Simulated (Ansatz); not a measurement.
A series of calculations on C$_{2}$H$_{10}$OSSi

Part 1: Relaxation

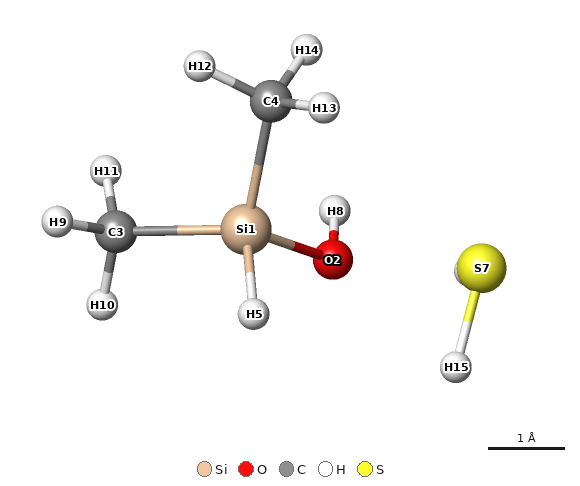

This is the input geometry for a relaxation of C2H10OSSi. The picture is a ball-and-stick view, seen at a tilt.

The run prepares an end point of a later path (reaction) calculation, from a guessed geometry.

These are results of RKS PBE0-D4/def2-SVP in Ansatz, not measurements.

The input:
```yaml
crystal:
  periodic: [false, false, false]
  atoms:
    - { symbol: Si, position_ang: [0.026689, -0.401639, 0.008086] }
    - { symbol: O, position_ang: [1.443203, 0.179352, -0.80726] }
    - { symbol: C, position_ang: [-0.546748, -1.961038, -0.873348] }
    - { symbol: C, position_ang: [-1.354906, 0.868734, 0.01162] }
    - { symbol: H, position_ang: [0.496, -0.772658, 1.373893] }
    - { symbol: H, position_ang: [1.951079, 1.800295, 0.692891] }
    - { symbol: S, position_ang: [1.451265, 2.132123, 1.909796] }
    - { symbol: H, position_ang: [1.275534, 0.440492, -1.719169] }
    - { symbol: H, position_ang: [-1.376729, -2.433501, -0.323571] }
    - { symbol: H, position_ang: [0.275338, -2.689482, -0.941148] }
    - { symbol: H, position_ang: [-0.903366, -1.752431, -1.8948] }
    - { symbol: H, position_ang: [-2.341808, 0.369645, 0.016849] }
    - { symbol: H, position_ang: [-1.272493, 1.524221, 0.895221] }
    - { symbol: H, position_ang: [-1.302866, 1.519368, -0.882145] }
    - { symbol: H, position_ang: [2.179708, 1.176421, 2.532885] }
basis:
  gaussian: { orbitals: def2-SVP }
hamiltonian:
  xc: pbe0
  dispersion: d4
relax:
  f_tol: 0.03
  max_steps: 50
output:
  orbitals: {}
```

Command:
```bash
ansatz run input.yaml --threads 4 --pin off --max-ram 5120MiB --backend cpu --events-out ev --progress --plain --runs-dir out
```

> Predict the outcome.

The largest move after the best rigid fit is that of S7, 0.56 Å. Largest moves by element: S 0.56 Å, H 0.51 Å, O 0.21 Å, C 0.16 Å, Si 0.12 Å. Near-neighbour distances that change, for instance: Si1–O2 1.735 → 1.689 Å, Si1–C3 1.881 → 1.873 Å, S7–H15 1.354 → 1.349 Å, C4–H12 1.106 → 1.102 Å. Bond angles that change, for instance: Si1–O2–H8 113.2° → 116.4°, C4–Si1–H5 113.5° → 110.8°, O2–Si1–C3 107.8° → 110.1°. Groups turn about Si1–C4 by about 30°. Over 7 geometry steps the energy falls by 14.5 kJ/mol. Largest force component: 0.87 eV/Å at the start, 0.025 eV/Å at the end.

The structure at the end:

```xyz
15

Si   -0.0318   -0.5008   -0.0012
O     1.4082    0.1384   -0.6094
C    -0.5688   -1.9721   -1.0281
C    -1.3660    0.8073    0.0623
H     0.3427   -0.9430    1.3744
H     1.9402    1.6380    0.7388
S     1.8634    2.4966    1.7878
H     1.3889    0.4467   -1.5202
H    -1.4548   -2.4516   -0.5817
H     0.2309   -2.7261   -1.0877
H    -0.8360   -1.6725   -2.0544
H    -2.2858    0.4081    0.5188
H    -1.0228    1.6625    0.6651
H    -1.6230    1.1717   -0.9456
H     2.0149    1.4966    2.6809
```

The end point in the same view:

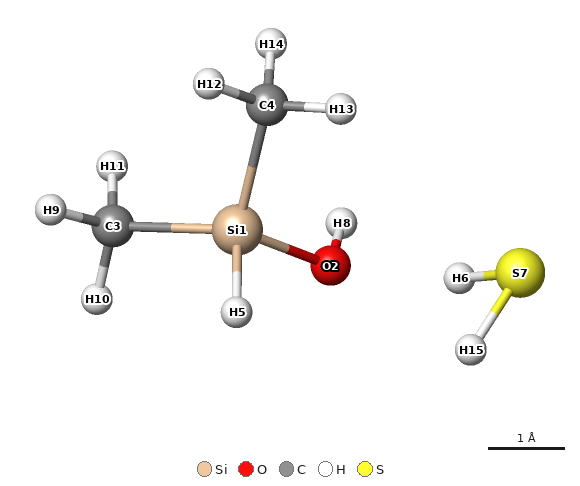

Limits of the set-up: the start holds two separate molecules, 2.3 Å apart at their closest, whose relative position is a soft coordinate.

Part 2: Relaxation

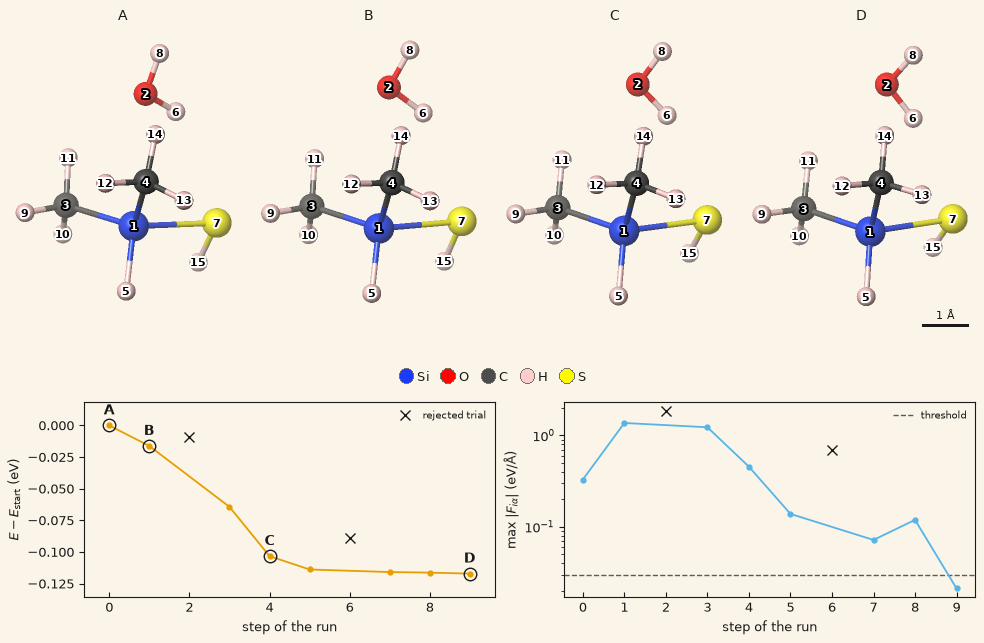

Frames of a relaxation of C$_{2}$H$_{10}$OSSi, marked on the history of the run. A ball-and-stick model, seen from a free direction.

The run prepares an end point of a later path (reaction) calculation, from a guessed geometry.

Theory: RKS PBE0-D4/def2-SVP (Ansatz 0.2.0). Set-up: no spin polarisation; force threshold 0.03 eV/Å; at most 50 steps.

> Describe the path.

H15 moves most after the best rigid fit: 0.36 Å. By element the largest moves are H 0.36 Å, O 0.34 Å, Si 0.13 Å, S 0.10 Å, C 0.09 Å. Among the contacts that change: Si1–S7 2.167 → 2.184 Å, Si1–H5 1.501 → 1.496 Å. Among the angles between lasting bonds that change: C3–Si1–C4 116.3° → 112.4°, C3–Si1–H5 106.7° → 110.6°, C4–Si1–H5 108.2° → 111.5°. After 7 accepted moves (9 points after the start) the energy has fallen by 0.117 eV. Largest force component: 0.33 eV/Å at the start, 0.021 eV/Å at the end. The line search rejected the trial steps at points 2, 6 of the run. The run took 41 s on 4 threads of Arm Neoverse N1, with other jobs on the host, peak memory 0.33 GiB. From step 0 to 1: O2 moves most (0.20 Å), energy −0.016 eV. From step 1 to 4: H15 moves most (0.19 Å), energy −0.087 eV. From step 4 to 9: H15 moves most (0.15 Å), energy −0.014 eV.

Limits of the set-up: the start holds two separate molecules, 2.3 Å apart at their closest, whose relative position is a soft coordinate.

Part 3: Path

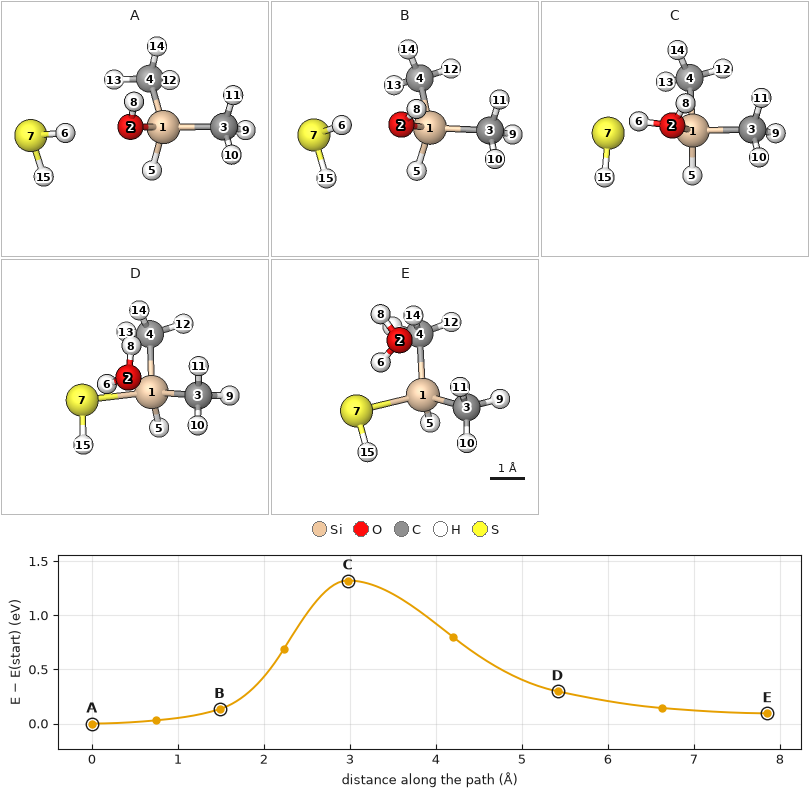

A search for the minimum-energy path of C₂H₁₀OSSi by the nudged elastic band. Images are numbered from 0 (start) to 8 (end). Frames A to E are images 0, 2, 4, 6, 8. A ball-and-stick model, seen from a free direction.

These are results of Ansatz, RKS PBE0-D4/def2-SVP, not measurements. Set-up: 7 movable images; climbing image; force threshold 0.05 eV/Å; iteration limit 60; starting path through a guess of the saddle point.

Q: Read off the barrier and say what moves.

A: The energy climbs by 1.32 eV to image 4 and then falls by 1.23 eV, so the end point sits at +0.09 eV. Breaking: H6–S7 (1.36 → 1.95 at the top → 2.41 Å), Si1–O2 (1.69 → 1.96 at the top → 3.50 Å). Forming: O2–H6 (2.09 → 1.03 at the top → 0.97 Å), Si1–S7 (3.97 → 2.52 at the top → 2.18 Å). The band converged in 18 iterations. The largest component of the band force went from 8.5 to 0.035 eV/Å. The climbing image converged on the top of the path. Its vibrational analysis gives one imaginary mode (181i cm⁻¹), as a transition state must have.

Cost: 7.3 min on 4 threads of Arm Neoverse N1 (shared host), peak memory 0.35 GiB.
